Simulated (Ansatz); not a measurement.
# GeO (SMILES [O]=[Ge]): CCSD/STO-3G

Aim: the energy change on altering one bond length of GeO at CCSD/STO-3G, from 2 runs. 

Program for the calculation: Ansatz 0.2.0.

28 further runs of the same task are left out: 24 that didn't finish, 4 set aside as unsound or not needed.

### 1 The molecule

GeO: 2 atoms, total charge 0, spin state singlet. SMILES: `[O]=[Ge]`. The coordinates come from a PBE0-D4/def2-TZVP relaxation.

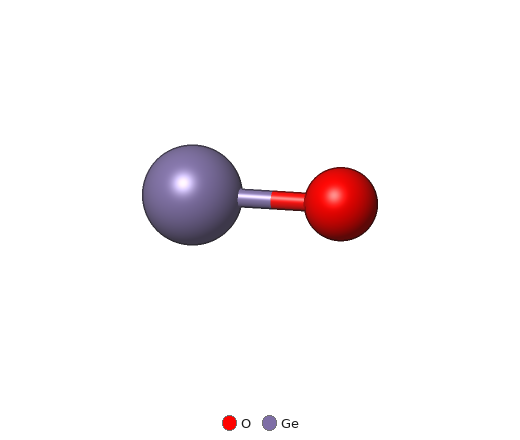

The structure, seen from a chosen angle (oxygen red, germanium purple).

### 2 A single-point energy at CCSD/STO-3G

File job.yaml:

```yaml
crystal:
  periodic: [false, false, false]
  atoms:
    - symbol: O
      position_ang: [-0.000000, -0.000000, -0.023040]
    - symbol: Ge
      position_ang: [0.000000, 0.000000, 1.599530]
basis:
  gaussian: {orbitals: STO-3G}
magnetization: {spin_polarized: false}
total_charge: 0
correlation: {method: ccsd, frozen_orbitals: {Ge: 9, O: 1}}
scf: {omitted_lower_state_checks: [cluster_reference, increment]}
accuracy: high
```

The run is started by

```bash
$ ansatz run job.yaml --threads 1 --pin off --max-ram 3480MiB --events-out events.jsonl --progress --plain --runs-dir runs
```

Standard output, shortened:

```text
Warning: RAYON_NUM_THREADS=1 ignored (pool sized by the plan → 1); use --threads N
Functional definition: HF
  name "HF"
[...]
303 factors; integrals over basis functions are off by at most 2.6e-8 eV
[...]
mean field -57839.08283750 eV, -2125.5470895396 hartree, gradient 2.8e-8 eV, S^2 0.000000; 0 other end points of the search recorded, 0 dependent functions left out; unrestricted orbitals would lower it
10 core orbitals not correlated: weight in the atoms' cores, before any rotation towards them, 1.000 or more for the frozen orbitals, at most 0.000 for the correlated occupied ones
reference -57839.08283750 eV, -2125.5470895396 hartree; 10, 10 occupied and 3, 3 virtual orbitals, 303 factors
second order -4.38916055 eV of doubles, -0.00000000 eV of singles
cycle   1  -2.96972361 eV  change     1.4e0 eV  update   2.6e-1
[...]
cycle  20  -3.83398468 eV  change    1.8e-9 eV  update   1.2e-9
Total energy: -57842.91682218 eV, -2125.6879858778 hartree
Checks for a lower state left out: cluster_reference, increment
```

It took 0.2 s on 1 thread of Arm Neoverse V2, shared host.

### 3 The distorted shape, same level

File run.yaml:

```yaml
crystal:
  periodic: [false, false, false]
  atoms:
    - {symbol: O, position_ang: [-0.000000, -0.000000, -0.428670]}
    - {symbol: Ge, position_ang: [0.000000, 0.000000, 1.599530]}
basis:
  gaussian:
    orbitals: STO-3G
correlation:
  method: ccsd
  frozen_orbitals: {Ge: 9, O: 1}
accuracy: high
scf:
  omitted_lower_state_checks: [cluster_reference, increment]
```

The run is started by

```bash
$ ansatz run run.yaml --threads 1 --pin off --max-ram 3480MiB --events-out events.jsonl --progress --plain --runs-dir runs
```

Standard output, shortened:

```text
Warning: RAYON_NUM_THREADS=1 ignored (pool sized by the plan → 1); use --threads N
[... 2 set-up lines as earlier in the session ...]
[...]
294 factors; integrals over basis functions are off by at most 2.3e-8 eV
[...]
mean field -57834.72476035 eV, -2125.3869331586 hartree, gradient 9.0e-8 eV, S^2 0.000000; 2 other end points of the search recorded, 0 dependent functions left out; unrestricted orbitals would lower it
10 core orbitals not correlated: weight in the atoms' cores, before any rotation towards them, 1.000 or more for the frozen orbitals, at most 0.000 for the correlated occupied ones
reference -57834.72476035 eV, -2125.3869331586 hartree; 10, 10 occupied and 3, 3 virtual orbitals, 294 factors
second order -5.03800378 eV of doubles, -0.00000000 eV of singles
cycle   1  -2.16882770 eV  change     2.9e0 eV  update   5.7e-1
[...]
cycle  26  -4.81699450 eV  change  -1.8e-10 eV  update  7.4e-10
Total energy: -57839.54175485 eV, -2125.5639544413 hartree
Checks for a lower state left out: cluster_reference, increment
```

It took 0.26 s on 1 thread of Arm Neoverse V2, shared host.

### 4 Summary of results

Level: CCSD/STO-3G, 10 core orbitals frozen.

| quantity | value |
| --- | --- |
| first shape: total energy | -2125.68799 Eh |
| first shape: correlation energy (10 core orbitals frozen) | -140.9 mEh |
| first shape: T1 diagnostic | 0.031 |
| distorted shape: total energy | -2125.56395 Eh |
| distorted shape: correlation energy (10 core orbitals frozen) | -177.0 mEh |
| distorted shape: T1 diagnostic | 0.094 |
| energy change with the O1–Ge2 bond stretched from 1.623 to 2.028 Å | 3.375 eV |

**Reading.** With the O1–Ge2 bond stretched from 1.623 to 2.028 Å the energy rises by 3.38 eV (326 kJ/mol). The first shape isn't relaxed at this level, so the change isn't measured from a minimum. The minimal basis adds a large error of its own. The T1 diagnostic (first shape) of 0.031 is above the customary mark for such species, so a single reference may not serve. The restricted solution (first shape) is unstable to spin breaking: an unrestricted one lies lower. The T1 diagnostic (distorted shape) of 0.094 is above the customary mark for such species, so a single reference may not serve. The restricted solution (distorted shape) is unstable to spin breaking: an unrestricted one lies lower.
